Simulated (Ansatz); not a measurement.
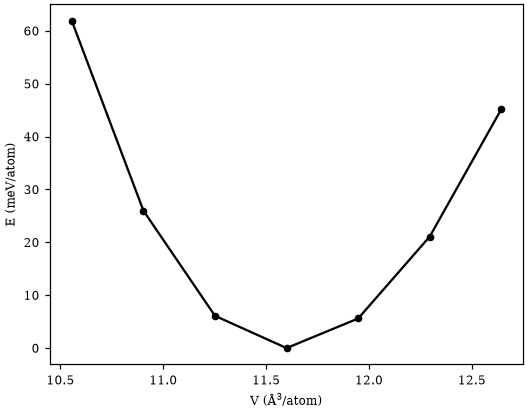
Fig. 1. AlCo (CsCl type, Pm-3m) under volume change, DFT-PBE in the program Ansatz with PAW potentials, scaled uniformly.

### Question
What does a third-order Birch–Murnaghan fit give for V₀, B₀ and B′?

### Answer
V₀ = 11.60 Å³/atom, B₀ = 179 GPa, B′ = 4.3.

The PBE relaxation kept the symmetry of its start; phonons on a q-mesh show no instability. The run is not spin-polarised.

Potentials: the later of the program's two PAW sets.
